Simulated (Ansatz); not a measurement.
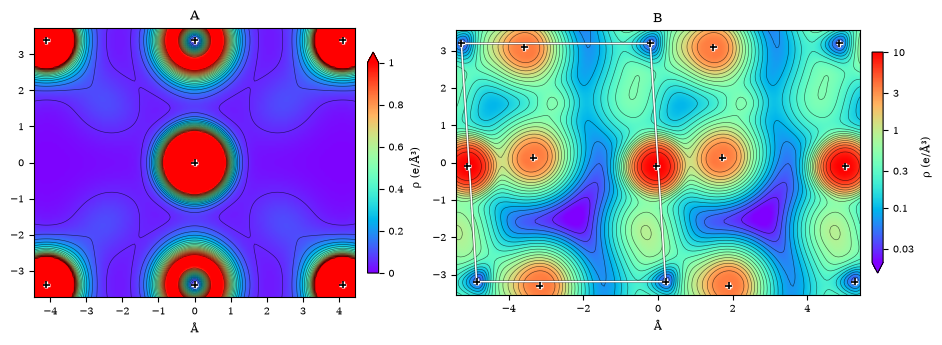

The valence charge density (pseudo) of 2 systems, each on a plane through atoms (crosses mark nuclei in the plane).

The calculation used Ansatz, DFT, r2SCAN+rVV10, plane waves, PAW.

System 1: SrAsBr₅, the (11̄0) plane of the conventional cell. Space group P4/mmm; a structure from a database of computed crystals, not necessarily the ambient phase; started from the MgPPd5-123 prototype, which need not be the ambient phase.

System 2: Ti₂SiN₄, the (011̄) plane of the conventional cell. Space group Pm; a structure from a database of computed crystals, not necessarily the ambient phase; started from the Al2ZnSe4-6 prototype, which need not be the ambient phase; computed without spin polarisation.

```
Ti Si N
1.0
     5.05960    0.00000   -0.17408
     0.00000    3.11687    0.00000
    -0.21825    0.00000    5.57854
Ti Si N
2 1 4
Cartesian
  2.3566 1.5584 4.4834
  4.9177 1.5584 0.8077
  2.5156 0.0000 1.8070
  4.2023 0.0000 1.6302
  4.1304 1.5584 4.6911
  1.9309 1.5584 0.9709
  1.9871 0.0000 3.4215
```

**Match each panel to its system.**

Panel A is system 1, SrAsBr₅: the plane holds Sr, As and Br. Sr–Br (3.38 Å): the density is about 0.09 e/Å³ at the midpoint. Panel B is system 2, Ti₂SiN₄: the plane holds Ti, Si and N. Si–N (1.70 Å): ρ at the midpoint is about 1.2 e/Å³.
